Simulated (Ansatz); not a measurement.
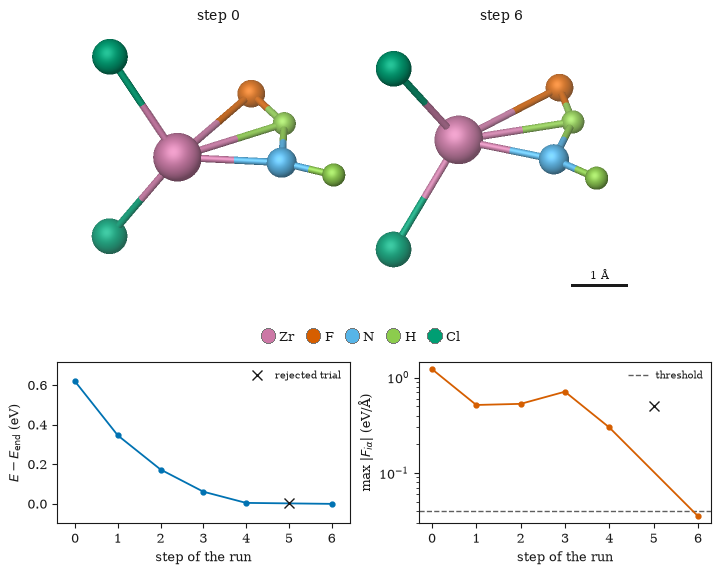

First and last geometry of a constrained relaxation of ZrNH₂Cl₂F, with the history of the run. A ball-and-stick model, seen at a tilt.

The reaction that was planned forms F2–H4 and breaks Zr1–F2, N3–H4 (atoms numbered from 1 in input order).

Computed with Ansatz, RKS PBE0-D4/def2-SVP. (held fixed: the distance between atoms 2 (F) and 4 (H), the distance between atoms 1 (Zr) and 2 (F), the distance between atoms 3 (N) and 4 (H), counting from 1; force threshold 0.04 eV/Å; at most 150 steps)

Question: Read the history and describe the run.

Answer: It converged. The largest move after the best rigid fit is that of the Zr atom, 0.60 Å. By element the largest moves are Zr 0.60 Å, F 0.51 Å, Cl 0.45 Å, H 0.39 Å, N 0.23 Å. Among the contacts that change: H–Zr 2.244 → 2.157 Å, Cl–Zr 2.290 → 2.348 Å, N–Zr 1.900 → 1.854 Å, H–N 1.022 → 1.016 Å. Among the angles between lasting bonds that change: F–Zr–Cl 97.5° → 123.7°, F–Zr–Cl 98.7° → 124.4°, N–Zr–Cl 123.8° → 111.3°. Over 5 accepted moves (6 points after the start) the energy falls by 0.619 eV. The largest force component goes from 1.2 to 0.035 eV/Å. The line search rejected the trial step at point 5 of the run.

```csv
step,"E − E(0), eV","largest force component, eV/Å",note
0,0.0000,1.2244,
1,-0.2731,0.5161,
2,-0.4457,0.5301,
3,-0.5579,0.7105,
4,-0.6145,0.3004,
5,-0.6129,0.5059,rejected
6,-0.6194,0.0355,
```
